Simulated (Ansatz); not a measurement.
Input file:

```
crystal:
  lattice:
    - [3.6701124129, 0.0, 0.0]
    - [0.0, 5.1131839493, 0.0]
    - [0.0, 0.0, 7.8860731936]
  atoms:
    - { symbol: Lu, position: [0.0, 0.0, 0.8325073901] }
    - { symbol: Lu, position: [0.5, 0.5, 0.1674926099] }
    - { symbol: Lu, position: [0.0, 0.0, 0.3997671368] }
    - { symbol: Lu, position: [0.5, 0.5, 0.6002328632] }
    - { symbol: F, position: [0.0, 0.2487306387, 0.1177997002] }
    - { symbol: F, position: [0.0, 0.7512693613, 0.1177997002] }
    - { symbol: F, position: [0.5, 0.7487306387, 0.8822002998] }
    - { symbol: F, position: [0.5, 0.2512693613, 0.8822002998] }
basis:
  ecutwfc: 420
kpoints:
  mp_grid: { grid: [8, 6, 4] }
hamiltonian:
  xc: pbe
scf:
  occupations: { method: gaussian, width: 0.1 }
output:
  forces: true
  stress: true
  eigenvalues: true
  write_density: true
  write_potential: true
  elf: true
  volumetric_format: npy
relax:
  adjacent_minimum: "off"
  f_tol: 0.01
  max_steps: 80
  cell: { stress_tol: 0.05 }
```

Run with:

```sh
ansatz run input.yaml --threads 1 --pin off --max-ram 2560MiB --backend cpu --events-out ev --progress --plain --runs-dir out
```

Below, planes, directions and counts refer to the conventional cell (a = 3.67 Å, b = 5.11 Å, c = 7.87 Å, α = 90.00°, β = 90.00°, γ = 90.00°).

The fields are those of the run's last geometry, not of the input's.

Space group Pmmn; a generated structure, not necessarily the stable one.

These are results of DFT PBE, scalar-relativistic, plane waves, PAW (Ansatz), not measurements.

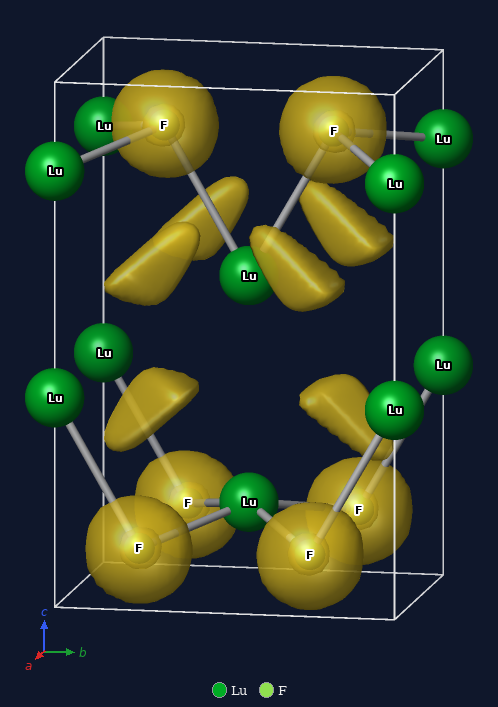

LuF. Isosurface of the electron localisation function at 0.7 (yellow), seen slightly off an axis. Core shells and regions of very low density are left out. Sticks mark near contacts.

Core electrons are frozen (PAW), and the valence fields are smoothed inside the atomic spheres.

**Identify the bonds, lone pairs and shells in this picture.**

At this value the surface marks out four regions wrapped around F (the valence shell of each) and four pockets between the atoms, centred on no nucleus (multi-centre or interstitial), counted in one cell of 8 atoms. Regions shared between cells count once.

Values along the shortest contacts:
Lu–F (2.27 Å): the ELF peaks at about 0.80 in the valence shell of F, 0.6 Å from its nucleus, and drops to about 0.10 between the two atoms: no localised pair shows between them. Lu–F (2.55 Å): the ELF is about 0.05 at the midpoint (no shared electron pair shows on this line).
